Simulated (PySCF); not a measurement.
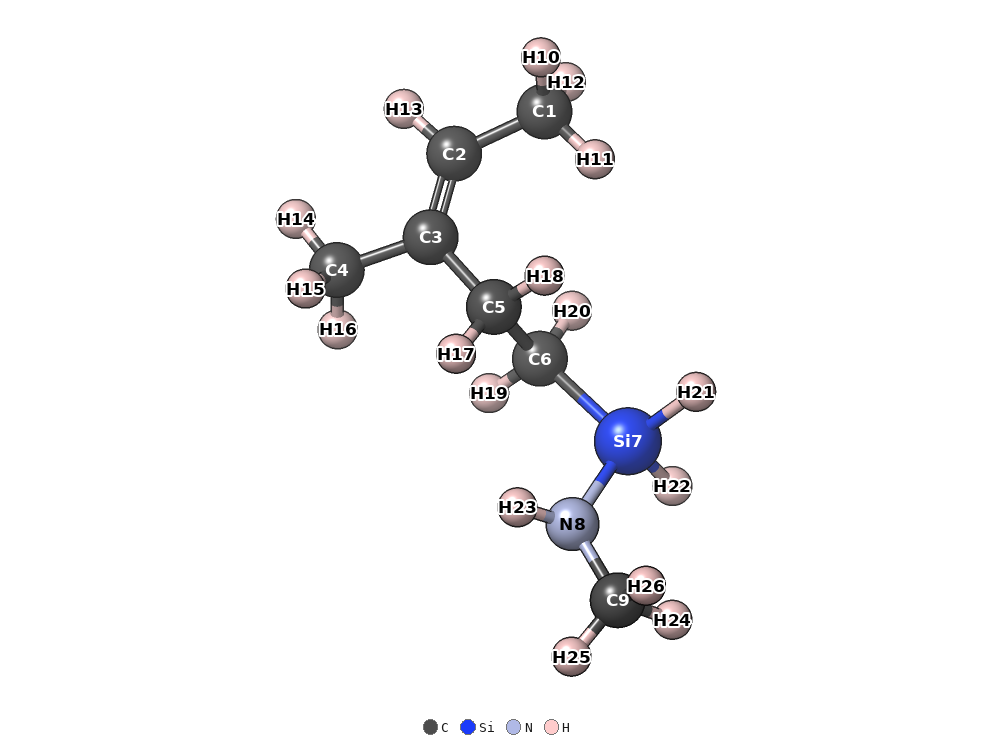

The geometry was computed by an optimisation with GFN2-xTB. No frequency run is at hand to confirm it as a minimum. Electric field gradients from the ground-state density, PBE0/pcSseg-1 (PySCF 2.14.0), non-relativistic apart from any core potentials.

Give the largest field-gradient component, the quadrupole coupling constant and the asymmetry for 14N at N8 (Q = 20.44 mb), 2H at H10 (Q = 2.86 mb), 2H at H11 (Q = 2.86 mb), 2H at H12 (Q = 2.86 mb), 2H at H13 (Q = 2.86 mb).

```
atom  V_zz (a.u.)  e²qQ/h (MHz)     η
  N8       −1.063         −5.11  0.38
 H10        0.310         0.208  0.02
 H11        0.319         0.214  0.02
 H12        0.311         0.209  0.02
 H13        0.322         0.217  0.08
```

The geometry is semi-empirical. Around Si such bond lengths and angles can be off by a tenth of an ångström or more and by several degrees, and values that hang on the shape move with them.
